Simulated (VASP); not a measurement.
Energy against volume of Na (bcc). Calculation: PBE GGA with D3 dispersion (zero damping), VASP's PBE PAW potentials (set 64) (plane waves; VASP).

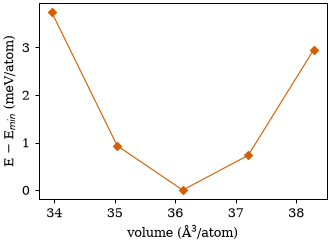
*Energy against volume*

Question: Estimate the equilibrium volume and the bulk modulus.

Answer: The minimum lies near 36.2 Å³/atom, and the curvature gives B0 of about 8.2 GPa.

Measured: bulk modulus 7.9 GPa at 0 K (computed value off by +3.7 %), as given by Daniel Mejia-Rodriguez et al., Physical Review B (2018), arXiv:1807.09216 [0 K value with the zero-point phonon effect removed]; a 4.214 Å at 0 K (computed value off by -1.1 %), as given by Daniel Mejia-Rodriguez et al., Physical Review B (2018), arXiv:1807.09216 [static lattice: zero-point anharmonic expansion removed].

The compound is Na in the bcc structure. It was relaxed first, which changed the volume by -6 %.
